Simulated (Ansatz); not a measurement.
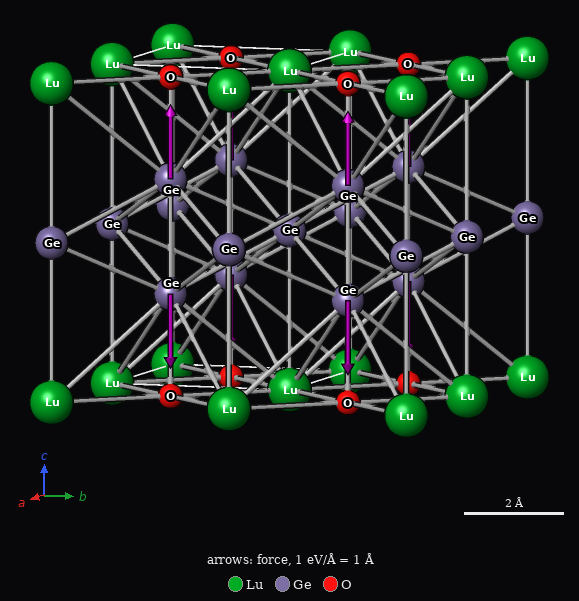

Starting geometry of crystalline LuGe$_{3}$O (a generated structure, set up in P4/mmm) (coarse preliminary run) with the computed forces as purple arrows. The picture is a ball-and-stick view of the cell of the calculation, repeated 2 × 2 × 1 with one cell outlined, seen slightly off an axis.

These are results of DFT PBE, scalar-relativistic, plane waves, PAW in Ansatz, not measurements. (plane-wave cutoff 420 eV; k-point mesh 4 × 4 × 4; occupations gaussian; smearing width 0.1 eV; no spin polarisation; cell and atoms relaxed; force threshold 0.04 eV/Å; at most 70 steps)

### Is this structure relaxed? If not, where do the atoms go?

It isn't relaxed: the largest force vector, on Ge atoms, is 1.55 eV/Å. The atoms end up moving mostly along the starting forces (cosine between the two patterns 1.00). The largest moves relative to the cell, 0.15 Å, are those of Ge atoms. Lu and O stay in place. The drawn cell changes as follows: a = b 3.814 → 3.189 Å (−16.4 %), c 6.531 → 9.069 Å (+38.9 %); the volume changes by −2.9 %. Near-neighbour distances that change, for instance: Ge–Lu 3.265 → 4.534 Å, Ge–Ge 2.343 → 3.556 Å, Ge–O 2.094 → 2.756 Å, Lu–Lu 3.814 → 3.189 Å. Bonds break: Ge–Ge (2.34 → 3.56 Å). The space group stays P4/mmm (No. 123). The energy falls by 422 meV per atom in 11 accepted moves (15 points after the start). The largest force component goes from 1.5 to 0.00075 eV/Å. Pressure: −1.91 GPa at the start and −0.05 GPa at the end. The line search rejected the trial step at point 6 of the run. At 3 points the geometry stayed and the basis and grid were re-selected for the new cell (energy shift of 38.1 meV per atom at most each time).

Limits of the set-up: the k-point mesh is coarse for a cell with partly filled bands.
